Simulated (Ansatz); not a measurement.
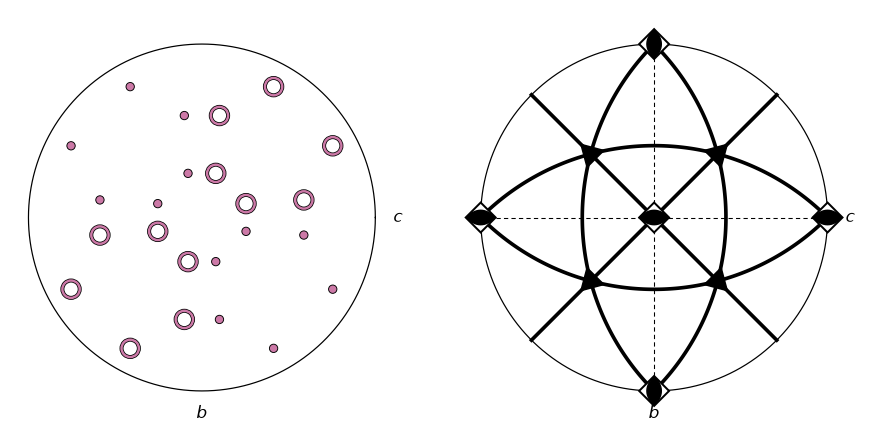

Stereographic projection: filled dots lie in the upper hemisphere, open rings in the lower; heavy lines are mirror planes (a heavy rim: a mirror in the plane of the page); lens, triangle, square and hexagon are 2-, 3-, 4- and 6-fold axes, a lens in an open square is −4, a triangle in an open hexagon −6; thin dashed diameters join the ends of axes that lie in the page; a small open circle marks inversion. The a axis points at the viewer. Left: one general form; right: the symmetry elements. Computed from the symmetry operations of a computed or model structure of composition Nb3As4, which need not be its known form.

**Which point group is this?**

-43m (Td), order 24, cubic system: three −4 axes, four threefold axes, six mirror planes.

**Which physical properties does it allow?**

It is not centrosymmetric; not polar, but piezoelectricity is allowed; it is not chiral.
